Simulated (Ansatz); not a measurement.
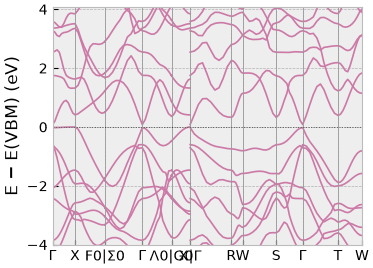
Figure: Band structure from LDA in the plane-wave PAW code Ansatz

Problem. Read off the gap and where the band edges lie.

Solution. About 0.1 eV (0.08 eV by a search for the band edges); maximum at X, minimum at Γ.

The material is In₂Te₃ in space group Imm2 (No. 44; In on 4d, Te on 4d, Te on 2a).

The workflow started from a Materials Project entry (that database holds measured and hypothetical structures alike); the Crystallography Open Database copy checked does not list it. COD files the formula under space group No. 216, so this cell is another polymorph or a model. Its standing as an ambient phase is unchecked. The cell was relaxed with LDA under the symmetry of its start; of distortions, only those at the zone centre were tested. Spin–orbit coupling is left out wherever it is not named.

Potentials: the later of the program's two PAW sets.
